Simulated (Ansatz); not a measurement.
# MP2/STO-3G run of N2 (nitrogen)

Aim: the electronic atomisation energy of N2 (nitrogen) at MP2/STO-3G, from 2 runs. 

Program for the calculation: Ansatz 0.2.0.

29 further runs of the same task are left out: 15 that didn't finish, 14 set aside as unsound or not needed.

## Step 1: The system as given

N2: 2 atoms, total charge 0, spin state singlet. SMILES: `N#N`. The coordinates come from a PBE0-D4/def2-TZVP relaxation.

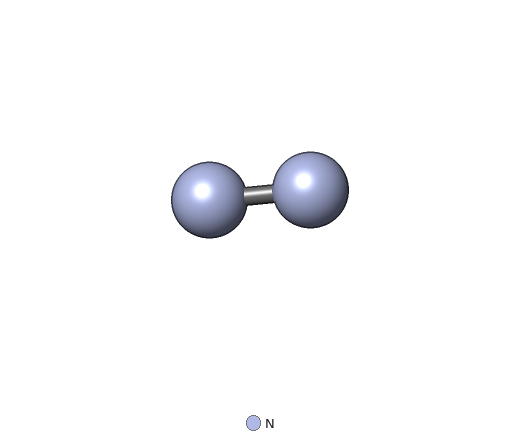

Viewed from a chosen angle; nitrogen light blue.

## Step 2: A single-point energy at MP2/STO-3G

Contents of input.yaml:

```yaml
crystal:
  periodic: [false, false, false]
  atoms:
    - {symbol: "N", position_ang: [0.465500, -0.150300, 0.239800]}
    - {symbol: "N", position_ang: [-0.465500, 0.150300, -0.239800]}
basis:
  gaussian:
    orbitals: STO-3G
correlation:
  method: mp2
  frozen_orbitals: {"N": 1}
accuracy: high
```

Launch:

```sh
$ ansatz run input.yaml --threads 1 --pin off --max-ram 2610MiB --events-out events.jsonl --progress --plain --runs-dir runs
```

The log of the run:

```text
Warning: RAYON_NUM_THREADS=1 ignored (pool sized by the plan → 1); use --threads N
Functional definition: HF
  name "HF"
  exchange = exact_x
  correlation = 0
150 factors; integrals over basis functions are off by at most 1.5e-8 eV
mean field evaluation 1: about -2925.0398 eV, gradient 2.8e0 eV
mean field evaluation 2: about -2925.0412 eV, gradient 2.8e0 eV
mean field evaluation 4: about -2925.0439 eV, gradient 1.7e-1 eV
mean field evaluation 8: about -2925.0439 eV, gradient 1.1e-8 eV
mean field -2925.04389095 eV, -107.4933803264 hartree, gradient 7.2e-8 eV, S^2 0.000000; 0 other end points of the search recorded, 0 dependent functions left out
2 core orbitals not correlated: weight in the atoms' cores, before any rotation towards them, 1.000 or more for the frozen orbitals, at most 0.000 for the correlated occupied ones
reference -2925.04389095 eV, -107.4933803264 hartree; 5, 5 occupied and 3, 3 virtual orbitals, 150 factors
second order -4.10257615 eV of doubles, -0.00000000 eV of singles
Total energy: -2929.14646710 eV, -107.6441472191 hartree
```

Run time: 0.06 s. Hardware: 1 thread of Intel Xeon Platinum 8375C at 2.90GHz (Ice Lake), shared host.

## Step 3: The N atom

Contents of molecule.yaml:

```yaml
crystal:
  periodic: [false, false, false]
  atoms:
    - {symbol: "N", position_ang: [0.000000, 0.000000, 0.000000]}
basis:
  gaussian:
    orbitals: STO-3G
accuracy: high
magnetization:
  spin_polarized: true
  initial_magnetization: 3
correlation:
  method: mp2
  frozen_orbitals: {"N": 1}
```

Run the same way, it converges to -53.71901 Eh (log not shown).

## Step 4: Results

At MP2/STO-3G, 2 core orbitals frozen:

| quantity | value |
| --- | --- |
| molecule: total energy | -107.64415 Eh |
| molecule: correlation energy (2 core orbitals frozen) | -150.8 mEh |
| N atom: total energy | -53.71901 Eh |
| N atom: correlation energy (1 core orbital frozen) | 0.0 mEh |
| N atom: ⟨S²⟩ of the reference determinant | 3.750 |
| electronic atomisation energy | 5.609 eV |

**Reading.** Taking the molecule apart into free atoms costs 5.61 eV (541 kJ/mol), before zero-point energy and without spin-orbit coupling. In a minimal basis such a difference can be off by several eV, whatever the method.
